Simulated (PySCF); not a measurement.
```xyz
16

C    -2.8797   -1.5623    0.6964
Si   -2.1750   -0.0988    1.6643
C    -0.6280    0.6345    1.1037
C     0.3340    1.2636    0.6735
Si    1.8153    2.0693   -0.0433
S     2.0572    1.2510   -2.0297
C     2.0784   -0.5236   -1.6379
H    -2.7311   -1.4323   -0.3722
H    -2.3943   -2.4926    0.9879
H    -3.9466   -1.6784    0.8733
H    -2.4775   -0.0517    3.0855
H     3.0193    1.7307    0.7206
H     1.6734    3.4965   -0.2935
H     1.1767   -0.7810   -1.0898
H     2.9607   -0.7592   -1.0497
H     2.1096   -1.0568   -2.5824
```

Geometry: GFN2-xTB.

These are results of UKS B3LYP, pcH-1 on C H S Si, non-relativistic, mean-field spin-orbit, GIAO in PySCF 2.14.0, density-fitted response routines, not measurements.

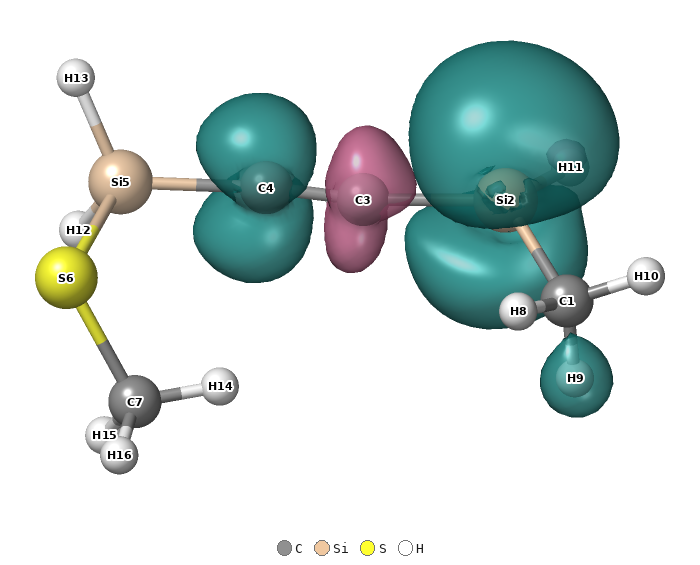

C4H9SSi2 (SMILES C[SiH]C#C[SiH2]SC) (doublet). Isosurfaces of the spin density (α minus β) at +0.015 (teal) and −0.015 e/Å³ (pink), seen at a tilt.

**Where is the unpaired spin?**

The unpaired spin (1 electron) lies mostly on Si2 (about 0.7) and C4 (about 0.2), in electrons by Hirshfeld's partition.
